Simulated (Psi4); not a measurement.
# CH5BN2 (SMILES NC1BN1) at B2PLYP/cc-pVDZ (density fitting for correlation)

What is the energy change on altering one bond length of CH5BN2 at B2PLYP/cc-pVDZ (density fitting for correlation)? 

The results are computed with Psi4 1.11.

5 further runs of the same task are left out: 2 that didn't finish, 3 set aside as unsound or not needed.

## 1. Starting point

The species is CH5BN2 (9 atoms), meant as a singlet with charge 0. SMILES: `NC1BN1`. The coordinates come from a PBE0-D4/def2-TZVP relaxation. This is one conformer, not always the lowest.

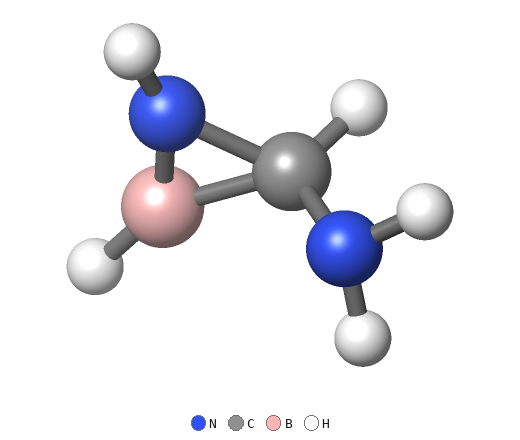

The structure, seen from a chosen angle (nitrogen blue, carbon grey, boron pink, hydrogen white).

## 2. The energy at B2PLYP/cc-pVDZ (density fitting for correlation)

The input, job.dat:

```
memory 1600 mb

molecule m {
  0 1
  N
  C 1 1.431465
  B 2 1.560899 1 121.14361
  N 3 1.341366 2 60.15119 1 102.25478
  H 1 1.009819 2 112.44766 4 121.88666
  H 1 1.010229 5 108.53045 2 -125.36534
  H 2 1.091739 1 115.08833 5 -100.3457
  H 3 1.184465 4 144.91064 2 176.40044
  H 4 1.003753 3 156.37523 8 11.59516
  units angstrom
  symmetry c1
}

set basis cc-pVDZ
set reference rks
set puream true
set e_convergence 1e-09
set d_convergence 1e-08
set scf_type pk
set dft_radial_points 99
set dft_spherical_points 590
set num_frozen_docc 4

energy('b2plyp')
```

On the command line:

```
$ psi4 -i job.dat -o job.out -n 1
```

job.out:

```text
[...]
  Running in c1 symmetry.
[...]
  Nuclear repulsion =  109.448329653300206
[...]
  Multiplicity = 1
[...]
  Nalpha       = 15
  Nbeta        = 15
[...]
    Number of basis functions: 81
[...]
   @RKS iter   1:  -174.85535316955384   -2.88707e-01   8.16089e-03 ADIIS/DIIS
[...]
   @RKS iter  12:  -175.06461958941335   -1.96110e-12   3.61648e-09 DIIS
[...]
    Orbital Energies [Eh]
    ---------------------
    Doubly Occupied:
       1A    -14.839516     2A    -14.815634     3A    -10.656304
       4A     -7.108700     5A     -1.056021     6A     -0.966482
       7A     -0.721902     8A     -0.622888     9A     -0.550963
      10A     -0.521389    11A     -0.503848    12A     -0.420306
      13A     -0.340279    14A     -0.320014    15A     -0.289556
[...]
  @RKS Final Energy:  -175.06461958941335
   => Energetics <=
    Nuclear Repulsion Energy =            109.4483296533002061
    One-Electron Energy =                -452.8645006100655337
    Two-Electron Energy =                 180.4370942632013453
    DFT Exchange-Correlation Energy =     -12.0855428958493789
    Empirical Dispersion Energy =           0.0000000000000000
    VV10 Nonlocal Energy =                  0.0000000000000000
    Total Energy =                       -175.0646195894133541
[...]
 Multipole Moments:
 ------------------------------------------------------------------------------------
     Multipole            Electronic (a.u.)      Nuclear  (a.u.)        Total (a.u.)
 ------------------------------------------------------------------------------------
 L = 1.  Multiply by 2.5417464519 to convert [e a0] to [Debye]
 Dipole X            :          0.5980754           -0.5549484            0.0431271
 Dipole Y            :         -1.2302175            1.6361283            0.4059108
 Dipole Z            :          1.6519040           -1.7305423           -0.0786383
 Magnitude           :                                                    0.4157012
[...]
```

Run time: 14 s. Hardware: 1 thread of Intel Xeon 6975P-C (Granite Rapids), shared host; peak memory 0.9 GiB.

## 3. The distorted shape

The input, job.py:

```python
import psi4

psi4.set_memory('1600 MB')
psi4.set_num_threads(1)
psi4.set_output_file('psi4.out', False)

mol = psi4.geometry("""
0 1
N      0.362742     0.999938    -0.565059
C     -0.144358    -0.271662    -0.146759
B      0.811042    -1.388562     0.378741
N      0.089342    -0.664362     1.247041
H      1.003842     0.922938    -1.341459
H     -0.589900     1.842600    -0.892400
H     -1.146558    -0.511662    -0.507159
H      1.634042    -2.233462     0.270241
H     -0.172958    -0.297662     2.143841
symmetry c1
""")

psi4.set_options({
    'basis': 'cc-pVDZ',
    'puream': True,
    'e_convergence': 1e-09,
    'd_convergence': 1e-08,
    'scf_type': 'pk',
    'dft_radial_points': 99,
    'dft_spherical_points': 590,
    'num_frozen_docc': 4,
})

result, w = psi4.energy('b2plyp', return_wfn=True)
print(f'total energy {result:.8f} hartree = {result * 27.211386:.5f} eV')
for k, v in sorted(psi4.core.scalar_variables().items()):
    print(f'{k:45s} {v:18.10f}')
```

On the command line:

```
$ python job.py
```

psi4.out:

```text
[...]
  Running in c1 symmetry.
[...]
  Nuclear repulsion =  108.231898851489916
[...]
  Multiplicity = 1
[...]
  Nalpha       = 15
  Nbeta        = 15
[...]
    Number of basis functions: 81
[...]
   @RKS iter   1:  -174.79186977485011   -3.77018e-01   8.25743e-03 DIIS/ADIIS
[...]
   @RKS iter  12:  -175.02128724792973   -9.83391e-12   4.88323e-09 DIIS
[...]
    Orbital Energies [Eh]
    ---------------------
    Doubly Occupied:
       1A    -14.842259     2A    -14.840615     3A    -10.659260
       4A     -7.111757     5A     -1.055949     6A     -0.946356
       7A     -0.718518     8A     -0.623831     9A     -0.527099
      10A     -0.507441    11A     -0.489845    12A     -0.421545
      13A     -0.337802    14A     -0.319275    15A     -0.288957
[...]
  @RKS Final Energy:  -175.02128724792973
   => Energetics <=
    Nuclear Repulsion Energy =            108.2318988514899161
    One-Electron Energy =                -450.4653412993804977
    Two-Electron Energy =                 179.2487581531368619
    DFT Exchange-Correlation Energy =     -12.0366029531760219
    Empirical Dispersion Energy =           0.0000000000000000
    VV10 Nonlocal Energy =                  0.0000000000000000
    Total Energy =                       -175.0212872479297346
[...]
 Multipole Moments:
 ------------------------------------------------------------------------------------
     Multipole            Electronic (a.u.)      Nuclear  (a.u.)        Total (a.u.)
 ------------------------------------------------------------------------------------
 L = 1.  Multiply by 2.5417464519 to convert [e a0] to [Debye]
 Dipole X            :          0.6952517           -1.0403018           -0.3450501
 Dipole Y            :         -1.8712140            2.0028573            0.1316433
 Dipole Z            :          1.4002519           -1.4430373           -0.0427854
 Magnitude           :                                                    0.3717797
[...]
```

The script printed:

```text
total energy -175.20875086 hartree = -4767.67295 eV
B2PLYP DOUBLE-HYBRID CORRECTION ENERGY             -0.1874636124
B2PLYP TOTAL ENERGY                              -175.2087508603
CURRENT ENERGY                                   -175.2087508603
CURRENT REFERENCE ENERGY                         -175.0212872479
DD SOLVATION ENERGY                                 0.0000000000
DFT FUNCTIONAL TOTAL ENERGY                      -175.0212872479
DFT TOTAL ENERGY                                 -175.2087508603
DFT VV10 ENERGY                                     0.0000000000
DFT XC ENERGY                                     -12.0366029532
DOUBLE-HYBRID CORRECTION ENERGY                    -0.1874636124
GRID ELECTRONS ALPHA                               15.0000000012
GRID ELECTRONS BETA                                15.0000000012
GRID ELECTRONS TOTAL                               30.0000000024
NUCLEAR REPULSION ENERGY                          108.2318988515
ONE-ELECTRON ENERGY                              -450.4653412994
PCM POLARIZATION ENERGY                             0.0000000000
PE ENERGY                                           0.0000000000
SCF ITERATION ENERGY                             -175.0212872479
SCF ITERATIONS                                     12.0000000000
SCF TOTAL ENERGY                                 -175.0212872479
TWO-ELECTRON ENERGY                               179.2487581531
XC GRID RADIAL POINTS                              99.0000000000
XC GRID SPHERICAL POINTS                          590.0000000000
XC GRID TOTAL POINTS                           498451.0000000000
```

It took 14 s on 1 thread of Intel Xeon 6975P-C (Granite Rapids), shared host; peak memory 0.89 GiB.

## 4. Outcome

At B2PLYP/cc-pVDZ (density fitting for correlation), 4 core orbitals frozen:

| quantity | value |
| --- | --- |
| first shape: total energy | -175.24842 Eh |
| first shape: HOMO energy (SCF part's orbitals) | -7.88 eV |
| first shape: LUMO energy (SCF part's orbitals) | 2.03 eV |
| first shape: HOMO–LUMO gap (SCF part's orbitals) | 9.91 eV |
| distorted shape: total energy | -175.20875 Eh |
| distorted shape: HOMO energy (SCF part's orbitals) | -7.86 eV |
| distorted shape: LUMO energy (SCF part's orbitals) | 1.66 eV |
| distorted shape: HOMO–LUMO gap (SCF part's orbitals) | 9.53 eV |
| energy change with the N1–H6 bond stretched from 1.010 to 1.313 Å | 1.080 eV |

What this shows: With the N1–H6 bond stretched from 1.010 to 1.313 Å the energy rises by 1.08 eV (25 kcal/mol). The first shape isn't relaxed at this level, so the change isn't measured from a minimum.
